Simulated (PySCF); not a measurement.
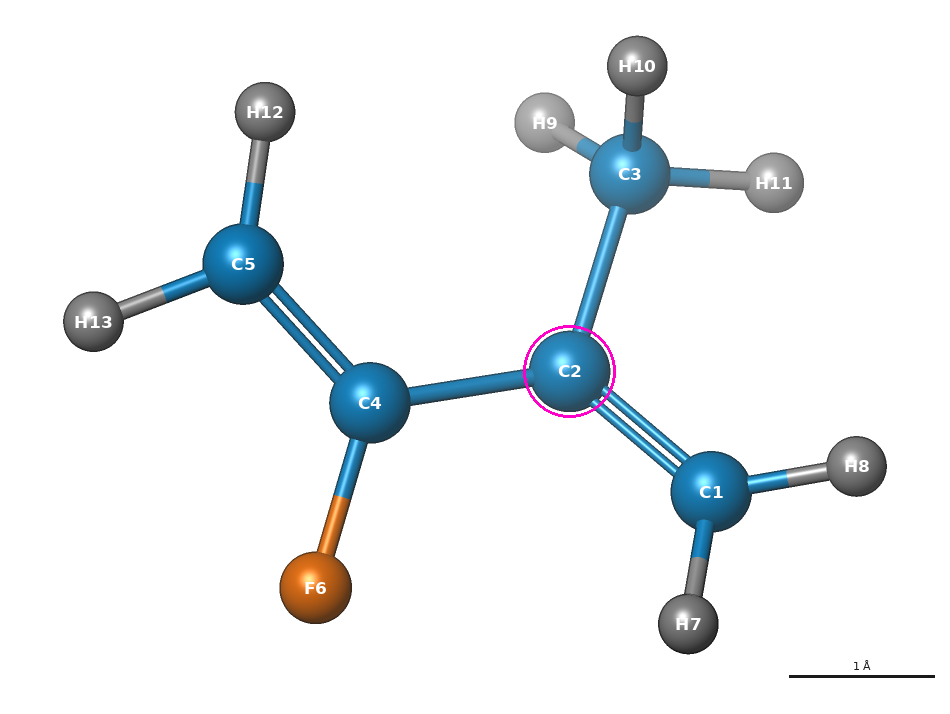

Orthographic view. Atoms fade into the background with distance from the viewer. Geometry: a frame of a GFN2-xTB molecular-dynamics simulation, not a minimum.

**Name the neighbours of the circled atom.**

The circled atom is C2; it is bonded to C1, C3, C4.

**Of C3 and H10, which is nearer the viewer?**

H10; the bond to C3 points away from the viewer, so it looks shorter than its 1.03 Å.

**Which two atoms are farthest apart in space?**

H8 and H13, 5.37 Å.

**Which atom is farthest from the viewer?**

H9, 1.5 Å behind the mean position.
